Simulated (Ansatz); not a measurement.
# Work functions of simple metals

How does the work function of the densest face change from element to element, and how far does electronegativity predict it?

How it was computed: Ansatz 0.2.0, plane waves with PAW datasets (its set soft_2) at their recommended cutoffs; symmetric slabs of 7 layers (11 for bcc (111)) cut at the tabulated experimental lattice constant, atoms at bulk places, 18 Å of vacuum, k-spacing 0.16 Å⁻¹ (2π included), Fermi-Dirac smearing of 0.1 eV, SCF threshold 1e-9 eV; spin-polarised where the metal is Fe, Co or Ni. The work function is the vacuum level less the Fermi level; differences are formed before rounding. PBE throughout; Pauling electronegativities.

The runs side by side:

| face | atoms per nm² | electronegativity | work function (eV) |
| --- | --- | --- | --- |
| Li(110) | 11.6 | 0.98 | 3.25 |
| Be(0001) | 22.0 | 1.57 | 5.32 |
| Na(110) | 7.9 | 0.93 | 2.84 |
| Mg(0001) | 11.2 | 1.31 | 3.69 |
| Al(111) | 14.1 | 1.61 | 4.04 |
| K(110) | 5.2 | 0.82 | 2.39 |
| Ca(111) | 7.4 | 1.00 | 2.99 |
| Zn(0001) | 16.3 | 1.65 | 4.14 |
| Sr(111) | 6.2 | 0.95 | 2.71 |
| Cd(0001) | 13.0 | 1.69 | 3.88 |

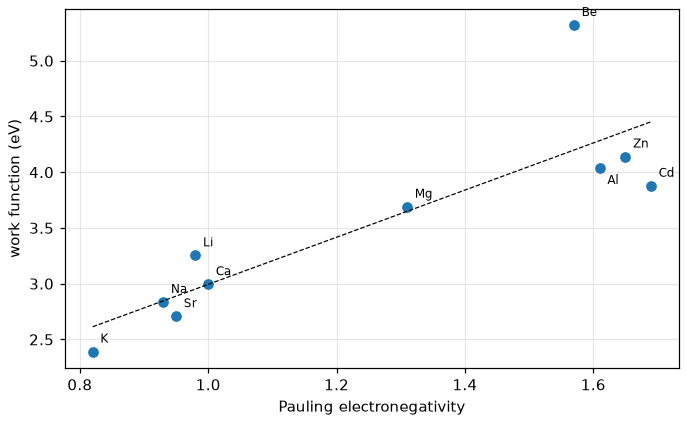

Work function against electronegativity, with a straight-line fit.

What this shows: The values run from 2.39 eV (K) to 5.32 eV (Be). They follow electronegativity closely (correlation 0.85, slope 2.1 eV per unit), with Be farthest from the line. They follow the density of the top layer closely (0.98).

Caveats: One face stands for each metal, and other faces differ, by up to about an eV on some metals. The table is a selection: not every member that was run is listed.
